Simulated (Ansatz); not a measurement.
# From PBE to G0W0: Selenium (P3_121, 3 atoms a cell)

Wanted: the gap of Selenium (P3_121, 3 atoms a cell) with a many-body correction, and the time that it takes.

Program: Ansatz 0.2.0. Level of theory: PBE, then G0W0 on it, plane waves, PAW. Results are calculated unless marked as measured.

**Experimental background.**

- Gap 1.68 eV: quasiparticle gap from dI/dV; STS; 78 K; film (ultrathin trigonal Se film on Te film) (“Selenium / Tellurium Two-Dimensional Structures: from Isovalent Se Dopants in Te to Atomically Thin Se Films”, 2023, arxiv:2307.02723).

- Gap 1.95 ± 0.04 eV: optical gap from Tauc plot, consistent with EQE derivative; UV-vis absorption; film (evaporated film annealed at 200 C for 2 min) (“Ultrathin high band gap solar cells with improved efficiencies from the world’s oldest photovoltaic material”, 2017, pmc:5613033).

## 1. The structure

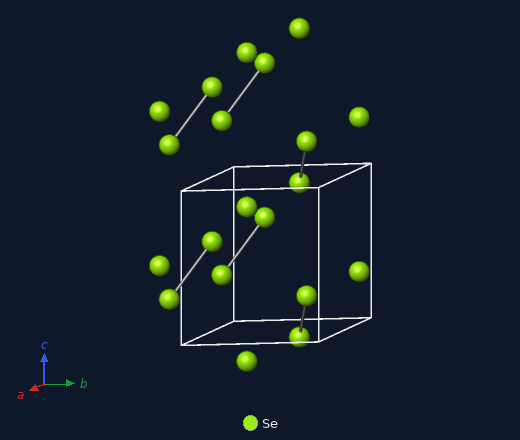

The cell as given, slightly off an axis (selenium green). 2×1×2 cells are drawn. Bonds to atoms that aren't drawn are left out. Some periodic images of atoms are drawn too.

The cell and positions come from the Crystallography Open Database and are kept as given unless a step says otherwise.

## 2. Bands along the symmetry lines

Levels along a band path and on the mesh show where this functional puts the band edges.

This step: DFT, PBE, plane waves, PAW; PAW set soft_1.

Contents of input.yaml:

```yaml
crystal:
  lattice:
    - [4.3662, 0.0, 0.0]
    - [-2.1831, 3.781240118, 0.0]
    - [0.0, 0.0, 4.9536]
  atoms:
    - { symbol: Se, position: [0.2254, 0.0, 0.3333333333] }
    - { symbol: Se, position: [0.0, 0.2254, 0.6666666667] }
    - { symbol: Se, position: [0.7746, 0.7746, 0.0] }
kpoints:
  mp_grid: { grid: [6, 6, 6] }
  band_path:
    path:
      - [[0.0, 0.0, 0.0], [0.5, 0.0, 0.0], [0.33333333, 0.33333333, 0.0], [0.0, 0.0, 0.0], [0.0, 0.0, 0.5], [0.5, 0.0, 0.5], [0.33333333, 0.33333333, 0.5], [0.0, 0.0, 0.5]]
      - [[0.5, 0.0, 0.5], [0.5, 0.0, 0.0]]
      - [[0.33333333, 0.33333333, 0.5], [0.33333333, 0.33333333, 0.0]]
    npoints: 10
hamiltonian:
  xc: pbe
  pseudopotentials: { kind: paw, azcp: { folder: soft_1 } }
scf:
  occupations: { method: fermi_dirac, width: 0.02 }
  n_extra_bands: 5
output:
  eigenvalues: true
  forces: true
  stress: true
  write_density: true
  write_potential: true
  elf: true
  volumetric_format: npy
```

Launch:

```console
ansatz run input.yaml --threads 3 --pin off --max-ram 92160MiB --backend cuda --events-out ev --progress --plain --runs-dir out --devices 1 --max-vram 13GiB
```

Numbers of over 12 decimals in the logs are rounded to 6 here.

Output:

```text
scf.n_extra_bands = 5 over 24 filled bands (N_el = 48.0): the run solves 29 bands
GPUs: using 1 of 1 available (devices: 1).
Engine: ansatz 0.2.0, x86_64-unknown-linux-gnu
Pseudopotentials: kind: paw
Pseudopotential: Se, paw, valence charge 16, recommended cutoff 420 eV (normal), soft_1/Se.paw.azcp
Functional definition: PBE
  parameter kappa = 0.804
  parameter beta = 0.066725
  exchange = pbe_x(kappa = kappa, mu = beta*pi^2/3)
  correlation = pbe_c(beta = beta)
device memory: the entry about to start is reckoned to put 2.0 GiB on a device that reports 27.3 GiB free (of which the cap on the GPU budget leaves the run 13.0 GiB)
GPU FFT provider: cuFFT
GPU libraries: cuBLAS 13.8.2, cuFFT 12.4.0, cuSOLVER 12.3.4
Crystal: 3 atoms, lattice volume = 81.782 Å³
Basis set: ecut = 420 eV, 1583 PW (Γ), exchange–correlation on 60×60×72 points (8 copies of the dense FFT grid, shifted against one another)
Bands: 29, of which v1, the nominal top of the filled ones, is band 24 counted from 1 (23 counted from 0)
Symmetry: 6 space group operations
Space group: P3121 (ITA 152), of the structure as read, at distance tolerance 4.3e-5 Å
k-points: 34 of 216 (time reversal used)
Non-local potential: Se, projectors of the file, l = 0: 2, l = 1: 2, l = 2: 3, l = 3: 1
PAW form: soft (Blöchl's): semilocal exchange-correlation on the pseudo side does not see the compensation charge
PAW one-centre angular grid: Se, 590 points (default); XC on 64 Gauss nodes
Initial density: superposition of atomic densities (chi_scale 0.1, normalization cell)
Initial wavefunctions: pseudopotential atomic-orbital guess
GPU buffer pool allocated for 32400 grid points (all kernels)
GPU transforms: local potential and band sums: pruned to the plane-wave sphere, on 30×30×36
Functional: x = pbe(κ = 0.804, μ = 0.219515), c = pbe(β = 0.066725)
SCF iter   1: F=—  HF=-16407.299481 eV  |F-HF|=—  |Δ(HF+E_count)|=         —  Δρ=2.79e-2  dr2=3.91e-1  ethr=3.10e-3  ⟨swp⟩=6.4  Hψ=4056  notcnv=0
preconditioner: auto → Resta (q_TF=auto, 2.496 Å⁻¹)  ε∞=3.8  [insulator: Δε(μ)=1.127 eV  Ē_g=10.458 eV  σ=0.020 eV  W_gap=1.00  n_scr=20 (ndim 8)  ℏωp=17.4 eV  f_vac=0.063  D(μ)=0.00/eV (n_scr^D=0)  ε∞_Penn≈3.8]
SCF iter   2: F=—  HF=-16407.242950 eV  |F-HF|=—  |Δ(HF+E_count)|=   5.65e-2  Δρ=1.54e-2  dr2=1.23e-1  ethr=8.15e-4  ⟨swp⟩=2.0  Hψ=1405  notcnv=0  defer=14
SCF iter   3: F=—  HF=-16407.227597 eV  |F-HF|=—  |Δ(HF+E_count)|=   1.54e-2  Δρ=1.56e-3  dr2=1.71e-3  ethr=2.55e-4  ⟨swp⟩=2.3  Hψ=1303  notcnv=0  defer=17
SCF iter   4: F=—  HF=-16407.228540 eV  |F-HF|=—  |Δ(HF+E_count)|=   9.43e-4  Δρ=6.19e-4  dr2=2.27e-4  ethr=3.56e-6  ⟨swp⟩=2.0  Hψ=1938  notcnv=0  defer=17
SCF iter   5: F=—  HF=-16407.228689 eV  |F-HF|=—  |Δ(HF+E_count)|=   1.49e-4  Δρ=2.12e-4  dr2=4.02e-5  ethr=4.72e-7  ⟨swp⟩=2.0  Hψ=1854  notcnv=0  defer=17
SCF iter   6: F=—  HF=-16407.228764 eV  |F-HF|=—  |Δ(HF+E_count)|=   7.49e-5  Δρ=5.62e-5  dr2=2.51e-6  ethr=8.37e-8  ⟨swp⟩=2.0  Hψ=1275  notcnv=0  defer=17
SCF iter   7: F=-16407.228769 eV  HF=-16407.228769 eV  |F-HF|=8.96e-8  |Δ(HF+E_count)|=   5.49e-6  Δρ=1.15e-5  dr2=7.70e-8  ethr=2.08e-10  ⟨swp⟩=12.1  Hψ=8823  notcnv=0
SCF 1 converged in 7 iterations: F = -16407.228769 eV  dr2 = 7.70e-8
  greatest PAW one-centre occupation: 1.000 electrons in one spin orbital (limit 2), on the Se atom at site 1 (counted from 0), in its partial waves of l = 2
device memory: the entry about to start is reckoned to put 2.8 GiB on a device that reports 29.5 GiB free (of which the cap on the GPU budget leaves the run 13.0 GiB)
NSCF: frozen V_eff on 93 k-points, pencils in batches of 32, up to order 128
SCF converged after 7 iterations
Free energy (F): -16407.228769 eV
Harris-Foulkes:  -16407.228769 eV  (|F-HF|=8.96e-8)
Internal energy: -16407.228769 eV  (E = F + TS)
E sigma→0 (E₀):  -16407.228769 eV
Fermi energy:    7.042513 eV
--- Per-component energies (eV) ---
  E_band       = -1244.112438
  E_kinetic    = 329.271401
  E_local      = -8421.293026  (includes V_loc(G=0)·N_el)
  E_nonlocal   = -1060.724046
  E_hartree    = 4372.027495
  E_xc         = -253.942025
  E_vxc        = -269.210849  (∫ρ·V_xc dr)
  E_paw        = -6390.992800  (= ΣΔE_a)
  E_vpaw       = -566.211235  (= ΣTr[D̂ρ^β])
  E_aug_tail   = -0.001113  (compensation charges beyond the density's cutoff)
  E_ewald      = -4981.574654
  E_smearing   = -0.000000  (= −TS)
  E_closure    = 0.000000  (closes the sum)
  Σ components = -16407.228769   (vs F -16407.228769, Δ=0.00e0)
--- Forces (eV/Å), atoms counted from 1 ---
  atom   1  Se     0.40037394    -0.00000000     0.00000000
  atom   2  Se    -0.20018697     0.34673400    -0.00000000
  atom   3  Se    -0.20018697    -0.34673400    -0.00000000
  max |Σ_I F_I| component: 1.39e-16 eV/Å
--- Stress (GPa, compression-positive) ---
        2.193178       0.000000      -0.000000
        0.000000       2.193178       0.000000
       -0.000000       0.000000       3.942512
  P = ⅓ Tr σ = 2.7763 GPa (27.763 kbar)
--- Band table (eV; the first three rows and the last of 34) ---
  k-point 0: bands = [... 20 lower, 2.7573, 4.4706, 4.4706, 6.1041, 8.4023, 8.4023, 8.6786, 12.6861, ... 1 higher]
  k-point 1: bands = [... 20 lower, 2.9264, 4.4884, 4.7325, 5.9002, 8.1793, 8.1964, 8.4302, 13.3239, ... 1 higher]
  k-point 2: bands = [... 20 lower, 3.0892, 4.6725, 5.1613, 5.4261, 7.8001, 7.9124, 8.0043, 13.0129, ... 1 higher]
  k-point 33: bands = [... 20 lower, 1.5635, 5.5290, 6.2983, 6.2983, 7.5496, 9.2293, 9.2293, 13.1806, ... 1 higher]
```

The job ended after 8.1 s (1 × NVIDIA H100 80GB HBM3 (shared by 6 runs) with 3 threads of AMD EPYC 7R13 (Zen 3), shared host; peak memory 0.96 GiB).

The column dr2 measures how far the density is from self-consistency, as an energy; F and HF (Harris–Foulkes) agree once it is small.

Numbers from this step:

```yaml
pressure: 2.776 GPa
filled_bands: 24
gap: 1.022 eV
valence_top_at: L
conduction_bottom_at: H
least_direct_gap: 1.211 eV
```

Over mesh and path the gap is 1.022 eV, from k = (0.500, 0.000, 0.500) to k = (0.333, 0.333, 0.500). The least direct gap found is 1.211 eV, at k = (0.350, 0.300, 0.500).

Electronic bands along the path, in eV, zero at the top of the highest nominally filled band:

| point | band 21 | band 22 | band 23 | band 24 | band 25 | band 26 | band 27 | band 28 |
| --- | --- | --- | --- | --- | --- | --- | --- | --- |
| Γ | -3.77 | -2.06 | -2.06 | -0.42 | 1.87 | 1.87 | 2.15 | 6.16 |
| M | -3.46 | -2.91 | -1.79 | -1.01 | 1.92 | 2.31 | 4.10 | 5.27 |
| K | -2.84 | -2.84 | -2.71 | -1.65 | 3.05 | 3.05 | 3.71 | 5.88 |
| Γ | -3.77 | -2.06 | -2.06 | -0.42 | 1.87 | 1.87 | 2.15 | 6.16 |
| A | -3.40 | -1.56 | -1.56 | -1.14 | 1.20 | 1.20 | 1.27 | 6.27 |
| L | -4.26 | -1.94 | -1.39 | 0.00 | 1.64 | 2.70 | 2.95 | 6.26 |
| H | -4.96 | -1.00 | -0.23 | -0.23 | 1.02 | 2.70 | 2.70 | 6.65 |
| A | -3.40 | -1.56 | -1.56 | -1.14 | 1.20 | 1.20 | 1.27 | 6.27 |
| jump to L | -4.26 | -1.94 | -1.39 | 0.00 | 1.64 | 2.70 | 2.95 | 6.26 |
| M | -3.46 | -2.91 | -1.79 | -1.01 | 1.92 | 2.31 | 4.10 | 5.27 |
| jump to H | -4.96 | -1.00 | -0.23 | -0.23 | 1.02 | 2.70 | 2.70 | 6.65 |
| K | -2.84 | -2.84 | -2.71 | -1.65 | 3.05 | 3.05 | 3.71 | 5.88 |

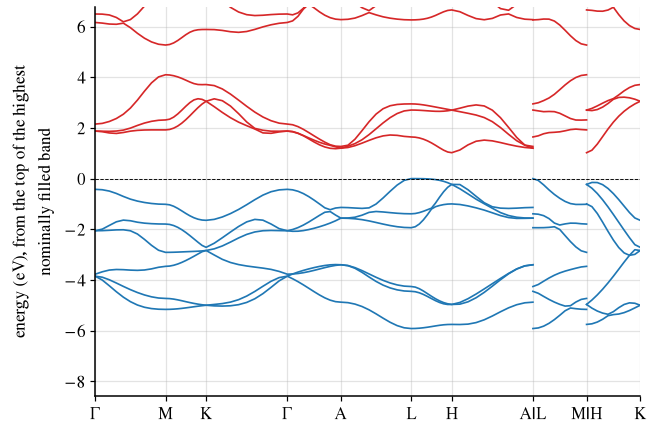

Electronic bands along the path; lines of filled and empty bands in two colours.

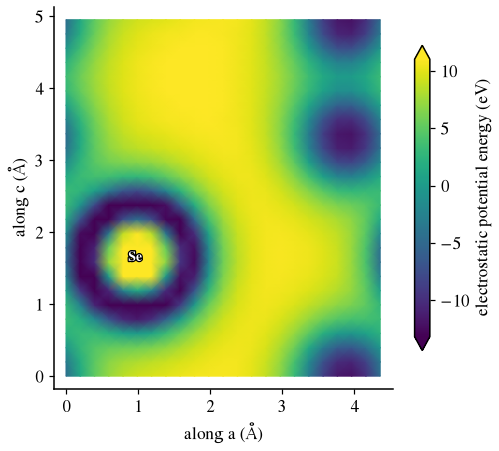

Electrostatic potential energy in the ac plane at fractional y = 0.000, with atoms of Se within 0.2 Å of it. With pseudopotentials it is smooth inside the atoms' cores, unlike the true potential.

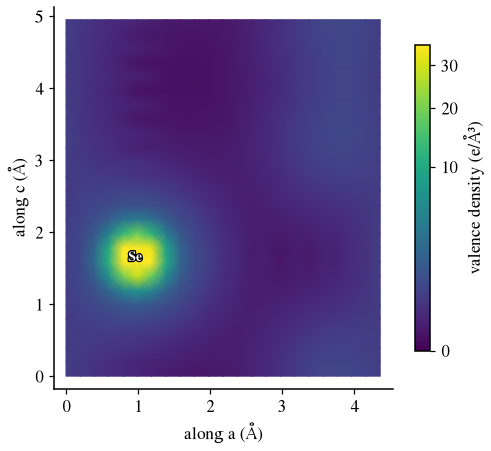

Valence density in the ac plane at fractional y = 0.000, with atoms of Se within 0.2 Å of it. It is the smooth field of the valence electrons, not physical close to the nuclei. The colour scale is stretched toward low values.

## 3. One-shot GW

G0W0 replaces the xc potential by a self-energy built once from the orbitals of the start. Levels are corrected in the window of bands that the input names, at points of the mesh.

This step: G0W0 on PBE, plane waves, PAW; PAW set soft_1.

input.yaml, the sections that differ from step 2:

```yaml
kpoints:
  mp_grid: { grid: [6, 6, 4] }
scf:
  occupations: { method: fixed }
gw:
  n_empty_bands: 525
  ecut_chi: 200.0
  qp_bands: [v2, c2]
  qp_kpoints: band_edges
  screening: { model: contour_deformation }
# crystal, hamiltonian: as in step 2
# output: removed
```

Output:

```text
GPUs: using 1 of 1 available (devices: 1).
[...]
GPU FFT provider: cuFFT
GPU libraries: cuBLAS 13.8.2, cuFFT 12.4.0, cuSOLVER 12.3.4
Crystal: 3 atoms, lattice volume = 81.782 Å³
Basis set: ecut = 420 eV, 1583 PW (Γ)
Bands: 29, of which v1, the nominal top of the filled ones, is band 24 counted from 1 (23 counted from 0)
Symmetry: 6 space group operations
[...]
k-points: 24 of 144 (time reversal used)
[...]
GPU buffer pool allocated for 32400 grid points (all kernels)
[...]
SCF iter   1: F=—  HF=-16407.299670 eV  |F-HF|=—  |Δ(HF+E_count)|=         —  Δρ=2.78e-2  dr2=3.89e-1  ethr=3.10e-3  ⟨swp⟩=4.7  Hψ=2552  notcnv=0  defer=56
[...]
SCF iter   7: F=-16407.227624 eV  HF=-16407.227624 eV  |F-HF|=1.06e-7  |Δ(HF+E_count)|=   5.52e-6  Δρ=1.06e-5  dr2=6.76e-8  ethr=2.08e-10  ⟨swp⟩=7.1  Hψ=3165  notcnv=0
SCF 1 converged in 7 iterations: F = -16407.227624 eV  dr2 = 6.76e-8
[...]
NSCF: frozen V_eff on 24 k-points, pencils in batches of 32, up to order 116
the band table was solved once the SCF had ended and its energy, with any forces and stress, was formed, with the checks that follow a solve (3290 applications of the Hamiltonian). They found nothing against the state; the energy, forces and stress were not computed again (output.eigenvalues in the input reference)
[...]
NSCF: frozen V_eff on 24 k-points
G₀W₀ screening: q 1/24
[... further progress lines ...]
SCF converged after 7 iterations
Free energy (F): -16407.227624 eV
[...]
Internal energy: -16407.227624 eV  (E = F + TS)
E sigma→0 (E₀):  -16407.227624 eV
Fermi energy:    6.527454 eV
[...]
--- Band table (eV; the first three rows and the last of 24) ---
  k-point 0: bands = [... 20 lower, 2.7575, 4.4707, 4.4707, 6.1043, 8.4024, 8.4024, 8.6787, 12.6864, ... 1 higher]
  k-point 1: bands = [... 20 lower, 3.0174, 4.5681, 4.9450, 5.6795, 7.9720, 8.0427, 8.2135, 13.2633, ... 1 higher]
  k-point 2: bands = [... 20 lower, 3.1291, 4.9683, 4.9683, 5.3905, 7.7285, 7.7285, 7.7960, 12.7991, ... 1 higher]
  k-point 23: bands = [... 20 lower, 1.5638, 5.5293, 6.2984, 6.2984, 7.5497, 9.2295, 9.2295, 13.1808, ... 1 higher]
--- G₀W₀: contour deformation, 7 samples at zero and on the imaginary axis and 1 off it, 144 q-points, 525 empty bands' worth ---
  eigenvalues of the whole cell's RPA ε∞ on this k-mesh (on a slab, of 1 + 4πα/V) = 9.1379, 9.1379, 13.7071; static W/v taken at q = 0 is 0.091471
  bands read: the sum over 549 bands ends inside a degenerate multiplet in 1 slot, whose members it reads at an even weight; the widest, k=0: bands 549 to 550 (counted from 1) at 1/2 each
  gw.qp_kpoints: band_edges: 12 of 24 stored k-points solved, in 1 pass; an edge of the gap read off the rows below is read off those points alone
    valence top: of the k-points left out ik 18 came nearest to being solved in a further pass, in band 24 (counted from 1, as in the quasiparticle table): it holds the edge there only if its correction is more favourable than any solved in that band by at least 0.517 eV; those differ by 0.082 eV
    conduction bottom: of the k-points left out ik 4 came nearest to being solved in a further pass, in band 25 (counted from 1, as in the quasiparticle table): it holds the edge there only if its correction is more favourable than any solved in that band by at least 0.461 eV; those differ by 0.114 eV
    ik  band        ε_KS         Σx   Σc(E_QP)       V_xc       Z   E_QP_lin       E_QP  E_QP is
     0    23      4.4707   -17.1437     2.5769   -13.9114  0.6812     3.7878     3.8153  root
     0    24      6.1043   -17.6169     1.9015   -15.0073  0.7213     5.3806     5.3962  root
     0    25      8.4024   -10.7755    -4.1858   -15.0568  0.7260     8.4982     8.4979  root
     0    26      8.4024   -10.7755    -4.1858   -15.0568  0.7260     8.4982     8.4979  root
     1    23      4.9450   -17.3243     2.3419   -14.2959  0.7006     4.2367     4.2585  root
     1    24      5.6795   -17.3244     2.0047   -14.6267  0.7145     4.9687     4.9865  root
     1    25      7.9720    -9.9361    -3.8924   -13.8659  0.7449     8.0093     8.0093  root
     1    26      8.0427   -10.6982    -3.9357   -14.6945  0.7315     8.1034     8.1032  root
     2    23      4.9683   -16.8296     2.2433   -13.9286  0.6957     4.2890     4.3107  root
     2    24      5.3905   -17.5456     2.1495   -14.6975  0.7117     4.6736     4.6918  root
     2    25      7.7285    -9.6169    -3.7388   -13.3561  0.7507     7.7290     7.7290  root
     2    26      7.7285    -9.6169    -3.7388   -13.3561  0.7507     7.7290     7.7290  root
     3    23      4.8564   -17.5028     2.0850   -14.7496  0.7046     4.1677     4.1882  root
     3    24      5.9037   -17.4471     1.8969   -14.8532  0.7188     5.1905     5.2067  root
     3    25      8.3164   -10.3536    -4.0235   -14.4373  0.7346     8.3767     8.3765  root
     3    26      8.4130   -10.6555    -4.0808   -14.8075  0.7297     8.4843     8.4841  root
     5    23      5.1219   -16.9064     1.9312   -14.3316  0.7055     4.4600     4.4783  root
     5    24      5.3524   -17.2617     2.0286   -14.5544  0.7106     4.6560     4.6736  root
     5    25      7.9625   -10.4124    -3.7417   -14.1588  0.7415     7.9672     7.9672  root
     5    26      8.1226   -10.4629    -3.8770   -14.3732  0.7351     8.1559     8.1559  root
     7    23      4.7803   -17.2781     1.9403   -14.6833  0.7067     4.1065     4.1258  root
     7    24      5.6021   -17.3934     1.9286   -14.7808  0.7145     4.9005     4.9181  root
     7    25      8.4416   -10.3853    -3.9771   -14.4040  0.7340     8.4831     8.4831  root
     7    26      8.6900   -10.3803    -4.0667   -14.4972  0.7289     8.7402     8.7401  root
     8    23      4.9239   -16.9388     1.9086   -14.3979  0.7048     4.2728     4.2916  root
     8    24      6.0788   -17.4025     1.3764   -15.3654  0.7291     5.4059     5.4180  root
     8    25      8.1259   -10.6792    -3.6568   -14.3180  0.7400     8.1079     8.1079  root
     8    26      8.6983   -10.4704    -4.1011   -14.6270  0.7269     8.7539     8.7538  root
    11    23      4.7347   -17.1772     1.9398   -14.5832  0.7063     4.0612     4.0805  root
    11    24      5.5143   -17.4139     1.9132   -14.8216  0.7136     4.8180     4.8352  root
    11    25      8.4492   -10.2726    -3.9433   -14.2454  0.7365     8.4788     8.4787  root
    11    26      8.8420   -10.3940    -4.0756   -14.5195  0.7259     8.8920     8.8919  root
    13    23      5.1391   -16.7409     1.9381   -14.1443  0.7106     4.4621     4.4806  root
    13    24      6.5275   -17.3066     1.0025   -15.6686  0.7378     5.8828     5.8920  root
    13    25      8.1701   -11.7054    -3.8538   -15.6081  0.7286     8.2190     8.2189  root
    13    26      9.2324   -10.8652    -4.0953   -14.9600  0.7154     9.2319     9.2319  root
    16    23      5.3577   -16.6564     1.5242   -14.5277  0.7126     4.7399     4.7532  root
    16    24      5.4163   -17.2315     1.9104   -14.6366  0.7134     4.7144     4.7317  root
    16    25      8.0165   -10.8523    -3.7795   -14.6576  0.7370     8.0423     8.0423  root
    16    26      8.7737   -10.9386    -4.0643   -15.0340  0.7190     8.8047     8.8047  root
    19    23      5.3862   -17.0351     1.7596   -14.6097  0.7162     4.7046     4.7204  root
    19    24      6.2805   -17.1835     1.0827   -15.4743  0.7338     5.6443     5.6541  root
    19    25      8.0144   -11.7740    -3.6857   -15.4810  0.7333     8.0356     8.0356  root
    19    26      9.1100   -10.7392    -4.1772   -14.9656  0.7160     9.1593     9.1591  root
    23    23      6.2984   -17.4559     1.2317   -15.5637  0.7327     5.6267     5.6379  root
    23    24      6.2984   -17.4559     1.2317   -15.5637  0.7327     5.6267     5.6379  root
    23    25      7.5497   -11.3279    -3.6751   -15.0623  0.7429     7.6090     7.6089  root
    23    26      9.2295   -10.7515    -4.3052   -15.1531  0.7112     9.3261     9.3258  root
```

Run time: 64 s. Hardware: 1 × NVIDIA H100 80GB HBM3 (shared by 6 runs) with 3 threads; peak memory 2.5 GiB; 1.8 min of CPU time.

Numbers from this step:

- bands summed: 549
- RPA ε∞ on this mesh (eigenvalues): 9.138, 9.138, 13.71
- plane waves in the screening matrix: 539
- q-points in the mesh: 144
- G0W0 gap over the corrected points: 1.717 eV
- k of the valence top: 0, -0.5, -0.5
- k of the conduction bottom: 0.3333, 0.3333, -0.5
- starting gap on the mesh: 1.022 eV
- Z at the valence top: 0.7378
- Z at the conduction bottom: 0.7429
- least direct G0W0 gap over the corrected points: 1.971 eV

Over 12 of 24 irreducible mesh points the G0W0 gap is 1.717 eV, from k = (0.000, -0.500, -0.500) to k = (0.333, 0.333, -0.500). The PBE gap of this run on the mesh is 1.022 eV. The two states that bound the G0W0 gap lie that far apart at the start, so the correction of the gap is 1.717 − 1.022 = +0.695 eV. The start of this run differs from the step before in mesh (6×6×6 and 6×6×4).

Labels follow the order of the start: v1 is the top filled band, c1 the lowest empty one; levels that stay degenerate share a row, the window can cut a multiplet, doubted levels are not marked in this list, bands outside the window were not corrected, and the list may be a part of the corrected levels. The levels before and after the correction (eV, zero at the valence-band top of each column):

|  | conduction bottom | valence top |
| --- | --- | --- |
| Kohn-Sham | 1.02 | 0.00 |
| G0W0 | 1.72 | 0.00 |

|  | level | occupation | energy (eV) |
| --- | --- | --- | --- |
| Kohn-Sham | (0 -0.5 -0.5) v2 | 2 | -1.388 |
| Kohn-Sham | (0 -0.5 -0.5) v1 | 2 | 0.000 |
| Kohn-Sham | (0 -0.5 -0.5) c1 | 0 | 1.643 |
| Kohn-Sham | (0 -0.5 -0.5) c2 | 0 | 2.705 |
| Kohn-Sham | (0.333 0.333 -0.5) v2-v1 | 2 | -0.229 |
| Kohn-Sham | (0.333 0.333 -0.5) c1 | 0 | 1.022 |
| Kohn-Sham | (0.333 0.333 -0.5) c2 | 0 | 2.702 |
| G0W0 | (0 -0.5 -0.5) v2 | 2 | -1.411 |
| G0W0 | (0 -0.5 -0.5) v1 | 2 | 0.000 |
| G0W0 | (0 -0.5 -0.5) c1 | 0 | 2.327 |
| G0W0 | (0 -0.5 -0.5) c2 | 0 | 3.340 |
| G0W0 | (0.333 0.333 -0.5) v2-v1 | 2 | -0.254 |
| G0W0 | (0.333 0.333 -0.5) c1 | 0 | 1.717 |
| G0W0 | (0.333 0.333 -0.5) c2 | 0 | 3.434 |

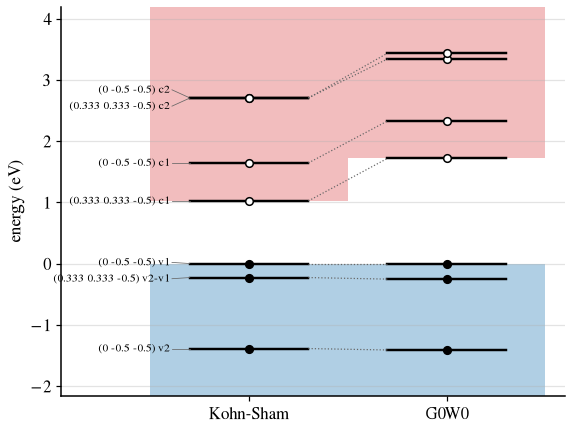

Levels before and after the correction. Shaded: valence and conduction bands. Filled marks are occupied levels, open marks empty ones.

The parts of the quasiparticle energy for the two states that bound the G0W0 gap, in eV on the run's own scale (QP = start + Σx + Σc − Vxc, with Σc at the quasiparticle energy):

| edge | k | band | start | Σx | Σc | Vxc | Z | QP |
| --- | --- | --- | --- | --- | --- | --- | --- | --- |
| valence top | (0.000, -0.500, -0.500) | 24 | 6.527 | −17.307 | 1.002 | −15.669 | 0.738 | 5.892 |
| conduction bottom | (0.333, 0.333, -0.500) | 25 | 7.550 | −11.328 | −3.675 | −15.062 | 0.743 | 7.609 |

[end of part 1 of 2]

[Paths, hosts, dates, memory and timing lines, banners, echoed tables and standing remarks are left out of the program output.]

[Logs are printed without paths, hosts, clocks, repeated set-up lines and the standing remarks that a program may print on its own settings, such as how far it seeks lower states.]

[Runs of the session that timed out or met a known fault of the program may be left out.]

[Cells called generated may have been cut or substituted from an entry of the Crystallography Open Database or the Materials Project.]

[Hosts, paths, dates, database ids (printed as entryN), source tags and the programs' standing remarks are cut or masked in the printed files.]

[Where an RPA ε∞ is given, it is that of the G0W0 mesh and is not shown converged in it. Names of k-points follow the symmetry that the program found, which can be lower than the space group named. Band edges on a path are those of the sampled points; other points can move an edge, and change direct to indirect where valleys lie close.]

[Hybrid gaps are those of their k-mesh and are not shown converged in it.]
